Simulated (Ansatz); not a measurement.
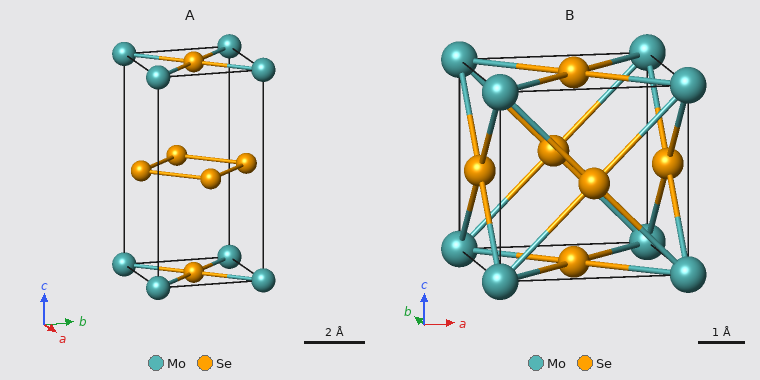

Two structures of MoSe₃, each relaxed to rest (conventional cells in solid outline, small ones repeated, not to one scale). Method: DFT PBE, scalar-relativistic, plane waves, PAW (Ansatz 0.2.0), with collinear spins.

> What are the two structures?

A: 4 atoms a cell on a primitive tetragonal lattice, P4/mmm. B: Cu₃Au (L1₂) type, Pm-3m.

> Compare their energies: which is lower?

A is lower, by 266 meV/atom at this level of theory (energies at zero smearing). Volumes: A 25.0, B 19.4 Å³/atom.

One or both may be structure types tried for this composition rather than known phases.
